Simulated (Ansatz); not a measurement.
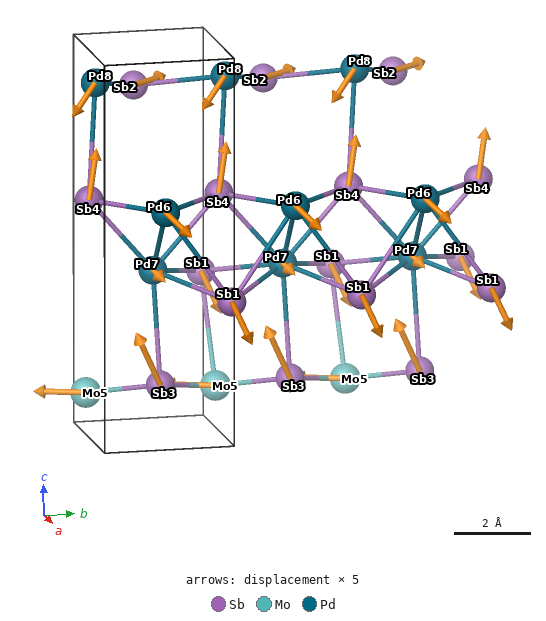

This is a relaxation of a crystal of Sb₄MoPd₃ (built on the Ca4GaSi3-25 type type). The starting structure is drawn; orange arrows show the displacements (the part carried along by the change of the cell is left out), 5 times their true length.

The picture is a ball-and-stick view of the cell of the calculation, repeated 1 × 3 × 1 with one cell outlined, seen slightly off an axis.

Case: shaken.

These are results of DFT, PBEsol, plane waves, PAW (Ansatz), not measurements.

Input file:
```yaml
crystal:
  lattice:
    - [4.1475353842, 0.0328576301, -0.0044540744]
    - [0.0284277003, 3.4894439745, 0.0293992589]
    - [-0.0113060926, 0.0862553336, 10.4629875009]
  atoms:
    - { symbol: Sb, position: [0.0075299993, -0.020786547, 0.3731378609] }
    - { symbol: Sb, position: [0.0512122162, 0.4501949268, 0.8655799704] }
    - { symbol: Sb, position: [0.494876043, 0.5496548226, 0.1258849396] }
    - { symbol: Sb, position: [0.5278642795, -0.0062735359, 0.6153231109] }
    - { symbol: Mo, position: [0.0403694805, 0.0839107616, 0.0782110688] }
    - { symbol: Pd, position: [-0.015138692, 0.4748216762, 0.6106054351] }
    - { symbol: Pd, position: [0.4972169698, 0.4931139548, 0.4228639587] }
    - { symbol: Pd, position: [0.5131939612, 0.04493109, 0.9158820815] }
kpoints:
  mp_grid: { grid: [4, 6, 2] }
hamiltonian:
  xc: pbesol
scf:
  occupations: { method: fermi_dirac, width: 0.05 }
relax:
  f_tol: 0.01
  cell: {}
  max_steps: 120
output:
  write_density: true
  write_potential: true
  elf: true
  volumetric_format: npy
```

Launched with:
```bash
ansatz run input.yaml --threads 4 --pin off --max-ram 4608MiB --backend cpu --events-out ev --progress --plain --runs-dir out
```

Question: What did the optimiser do to the structure, and how much energy did it gain?

Answer: Over 8 accepted moves (9 points after the start) the energy falls by 1.917 eV per cell of the calculation. The largest force component goes from 2.8 to 0.0017 eV/Å. Pressure: 10.51 GPa at the start and −0.01 GPa at the end. At 1 point the geometry stayed and the basis and grid were re-selected for the new cell (energy shift of 0.3 meV per cell of the calculation at most each time). The atom that moves furthest relative to the cell is Sb3 (0.35 Å along [1 −3 2]). Largest moves by element: Sb 0.35 Å, Mo 0.29 Å, Pd 0.22 Å. The drawn cell changes as follows: a 4.148 → 4.128 Å (−0.5 %), b 3.490 → 3.521 Å (+0.9 %), c 10.463 → 10.477 Å (+0.1 %), α 89.0° → 90.0°, β 90.1° → 90.0°, γ 89.1° → 90.0°; the volume changes by +0.6 %. Some distances before and after: Sb4–Pd8 3.154 → 2.700 Å, Sb3–Pd8 2.775 → 3.214 Å, Sb3–Pd8 (another image) 2.839 → 3.214 Å, Sb3–Pd7 3.110 → 2.749 Å. The space group (tolerance 0.01 Å) goes from P1 (No. 1) to Pmm2 (No. 25). The run took 71 s on 4 threads of Arm Neoverse V2 (shared host), peak memory 0.69 GiB.

Limits of the set-up: the k-point mesh is coarse for a cell with partly filled bands.
